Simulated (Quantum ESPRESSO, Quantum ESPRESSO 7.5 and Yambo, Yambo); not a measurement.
# BN (Qingsongite): G0W0 on several meshes in Yambo

How does the mesh move the gap of BN (Qingsongite)?

Calculated with Quantum ESPRESSO 7.5 and Yambo 5.3.0; PBE and many-body steps on it, plane waves.

### 1. The starting structure

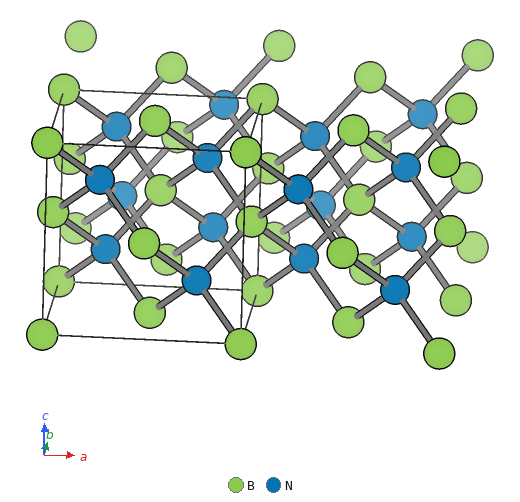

The cell as given, slightly off an axis (boron green, nitrogen blue). 2×2×1 cells are drawn. This picture shows the conventional cell, with its axes. Bonds to atoms that aren't drawn are left out. Some periodic images of atoms are drawn too.

The cell and positions come from the Crystallography Open Database and are kept as given unless a step says otherwise.

### 2. Empty states on the mesh, 8×8×8 mesh, 79 bands

This step: Quantum ESPRESSO 7.5; DFT, PBE, plane waves, norm-conserving pseudopotentials.

The sums over transitions need many empty states on a uniform mesh; this step solves for them.

File pw.in:

```
&control
  calculation = 'nscf'
  prefix = 'x'
  outdir = 'o'
  pseudo_dir = 'pseudo'
/
&system
  ibrav = 0
  nat = 2
  ntyp = 2
  ecutwfc = 72.0
  nbnd = 79
  force_symmorphic = .true.
/
&electrons
  conv_thr = 1e-9
  electron_maxstep = 80
  diago_full_acc = .true.
  diago_thr_init = 5e-6
/
ATOMIC_SPECIES
  B 10.81 B.upf
  N 14.007 N.upf
CELL_PARAMETERS angstrom
  -0.0000000000 1.8075000000 1.8075000000
  1.8075000000 0.0000000000 1.8075000000
  1.8075000000 1.8075000000 -0.0000000000
ATOMIC_POSITIONS crystal
  B 0.0000000000 0.0000000000 0.0000000000
  N 0.2500000000 0.2500000000 0.2500000000
K_POINTS automatic
  8 8 8 0 0 0
```

The run is started by

```console
$ OMP_NUM_THREADS=1 mpirun -n 4 pw.x -nk 4 -in pw.in > pw.out
```

Log:

```text
Program PWSCF v.7.5 starts

     This program is part of the open-source Quantum ESPRESSO suite
     for quantum simulation of materials; please cite
         "P. Giannozzi et al., J. Phys.:Condens. Matter 21 395502 (2009);
         "P. Giannozzi et al., J. Phys.:Condens. Matter 29 465901 (2017);
         "P. Giannozzi et al., J. Chem. Phys. 152 154105 (2020);
     in publications or presentations arising from this work. More details at

     Atomic positions and unit cell read from directory:
     o/x.save/

     Message from routine setup:
[...]
149.7216 149.7216 151.8788 151.8788 158.3925 164.2551 164.2551 164.8873
   167.0923 172.3756 172.3756 181.6263 183.3153 183.3153 189.5091 189.5091
   190.5634 191.9266 192.5663 192.5663 195.0415 195.0415 199.2534

          k = 0.2652 0.2652-0.2652 (   820 PWs)   bands (ev):

     [... further k-points ...]

     highest occupied, lowest unoccupied level (ev):    11.1555   15.6904

     XML data file, pseudopotentials, collected wavefunctions

=------------------------------------------------------------------------------=
   JOB DONE.
=------------------------------------------------------------------------------=
```

Elapsed: 4.5 s, on 4 MPI ranks of Arm Neoverse V1, shared host; peak memory 0.19 GiB; 18 s of CPU time.

Numbers from this step:

| Property | Result |
| --- | --- |
| gap | 4.535 eV |
| k of the valence top | 0, 0, 0 |
| k of the conduction bottom | 0, -0.5, -0.5 |
| least direct gap | 8.878 eV |
| k points computed | 29 |
| lowest point of the top converged band, above the valence top | 178.2516 eV |

On this mesh the gap is 4.535 eV.

The density comes from a self-consistent run that is not shown.

### 3. Conversion and set-up

This step: Yambo 5.3.0; conversion and set-up on PBE, plane waves, norm-conserving pseudopotentials.

The states are converted to the many-body program's format and the q mesh is built.

The run is started by

```console
$ (cd o/x.save; p2y > p2y.log; mv SAVE ../..); yambo > setup.log
```

Log:

```text
 Yambo, version 5.3.0

 [02] CORE Variables Setup
 =========================

  [02.01] Unit cells
  ==================

  Cell kind             :  FCC
  Atoms in the cell     :  B  N
  number of B  atoms    :  1
  number of N  atoms    :  1

  List of atomic masses
  Mass of B     :  10.81000
  Mass of N     :  14.00700

  List of atomic coordinates    : [cc]
  B1       :  0.000000  0.000000  0.000000  order 1
  N1       :  1.707840  1.707840  1.707840  order 2

  Alat factors          :  3.415680  3.415680  3.415680 [a.u.]
  Direct lattice volume :  79.70059 [a.u.]
[...]
Q [ 1]         [rlu]:  0.000000  0.000000  0.000000
 Q [ 2]         [rlu]: -0.19961E-16 -0.19961E-16  0.12500
 Q [ 3]         [rlu]:  0.53430E-17  0.53430E-17  0.25000
[...]
Q [ 8]         [rlu]: -0.22413E-16  0.12500      0.37500
 Q [ 9]         [rlu]: -0.67428E-16  0.12500      0.50000
 Q [10]         [rlu]:  0.44825E-16  0.12500     -0.37500
     [... 17 further rows ...]
 Q [28]         [rlu]:  0.125000 -0.500000 -0.375000
 Q [29]         [rlu]:  0.250000 -0.500000 -0.250000

  [03.01] X indexes
  =================

   [03.01.01] Sigma indexes
   ========================

 [06] Game Over & Game summary
```

The job ended after 2 s (1 MPI rank; peak memory 0.23 GiB).

### 4. 8×8×8

G0W0 replaces the xc potential by the self-energy, built once from these orbitals. Only a window of levels is corrected, while the sums run over the empty bands that the input names.

This step: G0W0 on PBE, plane waves, norm-conserving pseudopotentials.

File gw2.in:

```
HF_and_locXC
gw0
dyson
ppa
em1d
rim_cut
RandQpts= 1000000
RandGvec= 1 RL
EXXRLvcs= 72 Ry
VXCRLvcs= 288 Ry
Chimod= "HARTREE"
% BndsRnXp
 1 | 34 |
%
NGsBlkXp= 10.5 Ry
% LongDrXp
 1 | 1 | 1 |
%
% GbndRnge
 1 | 34 |
%
DysSolver= "n"
ExtendOut
PPAPntXp= 27.21138 eV
% QPkrange
 1 | 1 | 3 | 6 |
 21 | 21 | 3 | 6 |
%
```

The run is started by

```console
$ OMP_NUM_THREADS=1 mpirun -n 4 yambo -F gw2.in -J gw2 -C gw2 > gw2.log
```

Log:

```text
 Yambo, version 5.3.0

 [02] CORE Variables Setup
 =========================

  [... cell, symmetries and grids as in the set-up ...]

  [02.05] Energies & Occupations
  ==============================

  [X] === General ===
  [X] Electronic Temperature                        :  0.000000  0.000000 [eV K]
  [X] Bosonic    Temperature                        :  0.000000  0.000000 [eV K]
  [X] Finite Temperature mode                       : no
  [X] El. density                                   :  0.67737E+24 [cm-3]
  [X] Fermi Level                                   :  11.15554 [eV]

  [X] === Gaps and Widths ===
  [X] Conduction Band Min                           :  4.534823 [eV]
  [X] Valence Band Max                              :  0.000000 [eV]
  [X] Filled Bands                                  :   4
  [X] Empty Bands                                   :    5   79
  [X] Direct Gap                                    :  8.878135 [eV]
  [X] Direct Gap localized at k                     :  1
  [X] Indirect Gap                                  :  4.534823 [eV]
  [X] Indirect Gap between kpts                     :   1  21
  [X] Last valence band width                       :  6.499738 [eV]
  [X] 1st conduction band width                     :  6.083197 [eV]

 [03] Transferred momenta grid and indexing
 ==========================================

 IBZ Q-points                                      :  29
 BZ  Q-points                                      :   512

 K/Q-points units:
 rlu = crystal or reduced units; cc = cartesian coordinates; iku = interal k-units

 Q [ 1]         [rlu]:  0.000000  0.000000  0.000000
 Q [ 2]         [rlu]: -0.19961E-16 -0.19961E-16  0.12500
 Q [ 3]         [rlu]:  0.53430E-17  0.53430E-17  0.25000
 Q [ 4]         [rlu]: -0.70741E-17 -0.70741E-17  0.37500
 Q [ 5]         [rlu]: -0.10686E-16 -0.10686E-16 -0.50000
 Q [ 6]         [rlu]: -0.13995E-17  0.12500      0.12500
 Q [ 7]         [rlu]: -0.48728E-17  0.12500      0.25000
 Q [ 8]         [rlu]: -0.22413E-16  0.12500      0.37500
 Q [ 9]         [rlu]: -0.67428E-16  0.12500      0.50000
 Q [10]         [rlu]:  0.44825E-16  0.12500     -0.37500
     [... 17 further rows ...]
 Q [28]         [rlu]:  0.125000 -0.500000 -0.375000
 Q [29]         [rlu]:  0.250000 -0.500000 -0.250000

 [04] Coloumb potential Random Integration (RIM)
 ===============================================

  [04.01] RIM initialization
  ==========================

  * Diagonal components only detected *

  8 x (sBL volume)        :  0.048629 [a.u.]
  sBZ random points       :  1000000
  Points outside the sBZ  :   7987327
  RL volume               :  3.112276 [a.u.]
  Integrated volume       :  3.117214 [a.u.]

  [04.02] RIM integrals
  =====================

  Gamma point sphere radius             :  0.066209 [a.u.]
  Points outside the sphere             :   799513
  [Int_sBZ(q=0) 1/q^2]*(Vol_sBZ)^(-1/3) =:  7.764325
                                 should be <:  7.795600

  Summary of Coulomb integrals for non-metallic bands |Q|[au] RIM/Bare

  Q [1] 0.100000E-4 0.995988 * Q [2] 0.199133 1.066654
  Q [6] 0.229939 1.065697 * Q [12] 0.325183 1.027401
  Q [7] 0.381311 1.020783 * Q [3] 0.398266 1.018268
  Q [13] 0.459878 1.014976 * Q [11] 0.501141 1.012108
  Q [22] 0.514159 1.011863 * Q [8] 0.563233 1.010068
  Q [14] 0.597399 1.009284 * Q [4] 0.597399 1.009027
[...]
Q [27] 0.829057 1.005405 * Q [24] 0.860353 1.005108
  Q [26] 0.883098 1.005043 * Q [21] 0.919756 1.004671
  Q [28] 0.948063 1.004468 * Q [20] 0.975549 1.004343
  Q [29] 1.028319 1.004012

 [WARNING] [Xp] User bands 1-34 break level degeneracy

 [05] Dipoles
 ============

  [05.01] Setup: observables and procedures
  =========================================

 [06] Dynamic Dielectric Matrix (PPA)
 ====================================

 [WR./gw2//ndb.pp]---------------------------------------------------------------
  Brillouin Zone Q/K grids (IBZ/BZ)                :    29   512    29   512
  RL vectors                                       :  1211 [WF]
  Coulomb cutoff potential                         : none
  Electronic Temperature                           :  0.000000 [K]
  Bosonic    Temperature                           :  0.000000 [K]
  PPA    diel. fun.  energies                      : Perdew, Burke & Ernzerhof(X)+Perdew, Burke & Ernzerhof(C)
  wavefunctions                                    : Perdew, Burke & Ernzerhof(X)+Perdew, Burke & Ernzerhof(C)
  Global Gauge                                     : length
  X matrix size                                    :   59
  X band range                                     :    1   34
  X e/h energy range                               : -1.000000 -1.000000 [eV]
  X Time ordering                                  : R
  X Hxc Kernel                                     : HARTREE
  X Drude frequency                                :  0.000000  0.000000
  X poles                                          :  100.0000 [o/o]
  RL vectors in the sum                            :  1211
  [r,Vnl] included                                 : yes
  Field direction                                  :  0.577350E-5  0.577350E-5  0.577350E-5
  BZ energy Double Grid                            : no
  BZ energy DbGd points                            : 0
  BZ Q point size factor                           : -1.000000
  X Optical Averaged directions                    : none

 [07] Local Exchange-Correlation + Non-Local Fock
 ================================================

 [VXC] Plane waves :   6615
 [EXS] Plane waves :   893

 QP @ state[ 1 ] K range:  1  1
 QP @ state[ 1 ] b range:   3   6
 QP @ state[ 2 ] K range:  21  21
 QP @ state[ 2 ] b range:   3   6

 [xc] Functional : Perdew, Burke & Ernzerhof(X)+Perdew, Burke & Ernzerhof(C)
 [xc] LIBXC used to calculate xc functional
  PP Number of Atomic Species                      :  2
  NLCC RL compoments                               :   6615
  PP Number of Atomic Species                      :  2
  NLCC RL compoments                               :   6615

 [xc] E_xc :  -3.728796 [Ha]
      E_xc :  -7.457591 [Ry]

  Local XC kind (lXC) : Perdew, Burke & Ernzerhof(X)+Perdew, Burke & Ernzerhof(C)
  Non-Local XC kind (nlXC) : Hartree-Fock

  Corrections @ K [1] :  [eV]
 <3|nlXC|3> = -22.01824 -0.98243E-17 <3|lXC|3> = -18.51949 -0.75527E-15
 <4|nlXC|4> = -22.01825  0.13320E-16 <4|lXC|4> = -18.51949  0.94408E-16
 <5|nlXC|5> = -7.186728 -0.45786E-17 <5|lXC|5> = -13.77826  0.94408E-16
 <6|nlXC|6> = -7.186783  0.73712E-18 <6|lXC|6> = -13.77826 -0.18882E-15

  Corrections @ K [21] :  [eV]
 <3|nlXC|3> = -21.61563  0.15629E-16 <3|lXC|3> = -16.49614 -0.94408E-16
 <4|nlXC|4> = -21.61563  0.69161E-17 <4|lXC|4> = -16.49614 -0.18882E-15
 <5|nlXC|5> = -7.432430  0.25398E-17 <5|lXC|5> = -12.56992  0.13313E-15
 <6|nlXC|6> = -6.805022  0.99242E-18 <6|lXC|6> = -12.69598 -0.94408E-16

 [08] Dyson equation: Newton solver
 ==================================

  [08.01] G0W0 (W PPA)
  ====================

  [  GW  ] Bands range     :    1   34
  [GW/PPA] G damping       :  0.100000 [eV]

  QP @ state[ 1 ] K range:  1  1
  QP @ state[ 1 ] b range:   3   6
  QP @ state[ 2 ] K range:  21  21
  QP @ state[ 2 ] b range:   3   6

   Sc/G bands                                       :    1   34
   Sc/G damping                                     :  0.100000 ev
   Sc bands terminator                              : no
   Sx RL components                                 :   893

   QP @ state[ 1 ] K range                          :  1  1
   QP @ state[ 1 ] b range                          :   3   6
   QP @ state[ 2 ] K range                          :  21  21
   QP @ state[ 2 ] b range                          :   3   6
   GF energies kind                                 : Perdew, Burke & Ernzerhof(X)+Perdew, Burke & Ernzerhof(C)
   GF WF`s kind                                     : Perdew, Burke & Ernzerhof(X)+Perdew, Burke & Ernzerhof(C)
   Xs energies kind                                 : Perdew, Burke & Ernzerhof(X)+Perdew, Burke & Ernzerhof(C)
   Xs WF`s kind                                     : Perdew, Burke & Ernzerhof(X)+Perdew, Burke & Ernzerhof(C)

 [11] Game Over & Game summary
```

Run time: 29 s. Hardware: 4 MPI ranks; peak memory 1.2 GiB; 1.8 min of CPU time.

This step gave:

```yaml
g0w0_gap_on_the_points_computed: 5.889 eV
starting_gap_on_the_mesh: 4.535 eV
k_of_the_valence_top: 0, 0, 0
k_of_the_conduction_bottom: 0, -0.5, -0.5
least_direct_g0w0_gap_on_the_computed_points: 10.86 eV
z_at_the_valence_top: 0.8297
z_at_the_conduction_bottom: 0.8551
```

The gap on the mesh goes from 4.53 eV to 5.89 eV, a correction of +1.35 eV.

### 5. Empty states on the mesh, 6×6×6 mesh, 34 bands

This step: Quantum ESPRESSO 7.5; DFT, PBE, plane waves, norm-conserving pseudopotentials.

pw.in, as its differences from that of step 2:

```diff
@@ -11,3 +11,3 @@
   ecutwfc = 72.0
-  nbnd = 79
+  nbnd = 34
   force_symmorphic = .true.
@@ -31,2 +31,2 @@
 K_POINTS automatic
-  8 8 8 0 0 0
+  6 6 6 0 0 0
```

The run is started by

```console
$ OMP_NUM_THREADS=1 mpirun -n 4 pw.x -nk 4 -in pw.in > pw.out
```

Log:

```text
[banner, memory and clock lines left out]
Program PWSCF v.7.5 starts

     Atomic positions and unit cell read from directory:
     o/x.save/

     Message from routine setup:
     using ibrav=0 with symmetry is DISCOURAGED, use correct ibrav instead

     G-vector sticks info

     bravais-lattice index     =            0
     lattice parameter (alat)  =       4.8305  a.u.
     unit-cell volume          =      79.7006 (a.u.)^3
     number of atoms/cell      =            2
     number of atomic types    =            2
     number of electrons       =         8.00
[...]
110.2349 115.3063

          k = 0.1179 0.1179-0.1179 (   830 PWs)   bands (ev):

[...]
107.6468 107.6468

          k = 0.2357 0.2357-0.2357 (   823 PWs)   bands (ev):

[...]
56.3434  61.3732  69.0690  69.0690  75.6887  79.8184  79.8184  86.0645
    86.0645  88.0369  89.0254  89.1132  89.1132  92.4284  97.6589  99.9909
    99.9909 102.6041

          k =-0.3536-0.3536 0.3536 (   832 PWs)   bands (ev):

     [... further k-points ...]

     highest occupied, lowest unoccupied level (ev):    11.1555   15.6904

     XML data file, pseudopotentials, collected wavefunctions
```

It took 1.5 s on 4 MPI ranks; peak memory 0.05 GiB; 5.6 s of CPU time.

Numbers from this step:

| Quantity | Value |
| --- | --- |
| gap | 4.535 eV |
| k of the valence top | 0, 0, 0 |
| k of the conduction bottom | 0, -0.5, -0.5 |
| least direct gap | 8.878 eV |
| k points computed | 16 |
| lowest point of the top converged band, above the valence top | 88.6808 eV |

On this mesh the gap is 4.535 eV.

### 6. Conversion and set-up

This step: Yambo 5.3.0; conversion and set-up on PBE, plane waves, norm-conserving pseudopotentials.

The run is started by

```console
$ (cd o/x.save; p2y > p2y.log; mv SAVE ../..); yambo > setup.log
```

Log:

```text
 Yambo, version 5.3.0

 [02] CORE Variables Setup
 =========================

  [02.01] Unit cells
  ==================

  Cell kind             :  FCC
  Atoms in the cell     :  B  N
  number of B  atoms    :  1
  number of N  atoms    :  1

  List of atomic masses
  Mass of B     :  10.81000
  Mass of N     :  14.00700

  List of atomic coordinates    : [cc]
  B1       :  0.000000  0.000000  0.000000  order 1
  N1       :  1.707840  1.707840  1.707840  order 2

  Alat factors          :  3.415680  3.415680  3.415680 [a.u.]
  Direct lattice volume :  79.70059 [a.u.]
[...]
Q [ 1]         [rlu]:  0.000000  0.000000  0.000000
 Q [ 2]         [rlu]:  0.14683E-18  0.14683E-18  0.16667
 Q [ 3]         [rlu]: -0.21279E-17 -0.21279E-17  0.33333
[...]
Q [ 8]         [rlu]:  0.44825E-16  0.16667     -0.33333
 Q [ 9]         [rlu]:  0.21279E-17  0.16667     -0.16667
 Q [10]         [rlu]: -0.33909E-16  0.33333      0.33333
     [... 4 further rows ...]
 Q [15]         [rlu]:  0.166667  0.333333 -0.333333
 Q [16]         [rlu]:  0.166667 -0.500000 -0.333333

  [03.01] X indexes
  =================

   [03.01.01] Sigma indexes
   ========================

 [06] Game Over & Game summary
```

It took 1.9 s on 1 MPI rank; peak memory 0.23 GiB.

[end of part 1 of 2]

[Paths, hosts, dates, memory and timing lines, banners, echoed tables and standing remarks are left out of the program output.]

[Logs are printed without paths, hosts, clocks, repeated set-up lines and the standing remarks that a program may print on its own settings, such as how far it seeks lower states.]

[Runs of the session that timed out or met a known fault of the program may be left out.]

[Hosts, paths, dates, database ids (printed as entryN), source tags and the programs' standing remarks are cut or masked in the printed files.]
